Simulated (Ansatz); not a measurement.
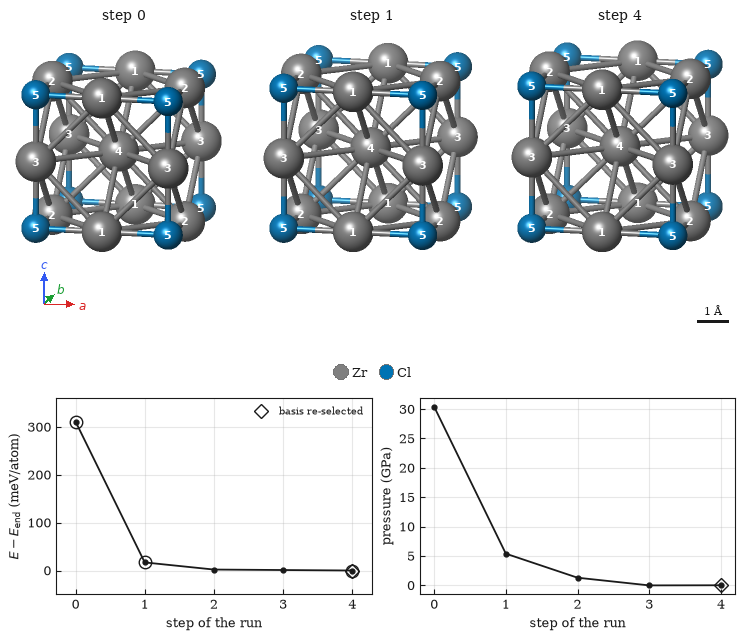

Frames of a relaxation of a crystal of Zr4Cl (a generated structure, set up in Pm-3m) (coarse preliminary run), marked on the history of the run. The picture is a ball-and-stick view of the cell of the calculation, seen slightly off an axis.

These are results of DFT PBE, scalar-relativistic, plane waves, PAW in Ansatz 0.2.0, not measurements. (plane-wave cutoff 420 eV; k-point mesh 4 × 4 × 4; occupations gaussian; smearing width 0.1 eV; no spin polarisation; cell and atoms relaxed; force threshold 0.04 eV/Å; at most 70 steps)

### What happens along the run?

No atom moves by more than 0.005 Å relative to the cell. Cell: a = b = c 4.535 → 4.829 Å (+6.5 %). Volume +20.7 %. Some distances before and after: Zr1–Zr2 3.207 → 3.414 Å, Zr1–Cl5 2.268 → 2.414 Å. The space group stays Pm-3m (No. 221). Over 3 accepted moves (4 points after the start) the energy falls by 311 meV per atom. All forces vanish by symmetry, so only the cell relaxes. The pressure goes from 30.41 to 0.01 GPa. The SCF was repeated once at an unchanged geometry on a basis and grid sized afresh for the cell, which shifted the energy by 1.0 meV per atom at most. From step 0 to 1: volume +15.3 %, energy −294 meV per atom. From step 1 to 4: volume +4.6 %, energy −16.9 meV per atom.
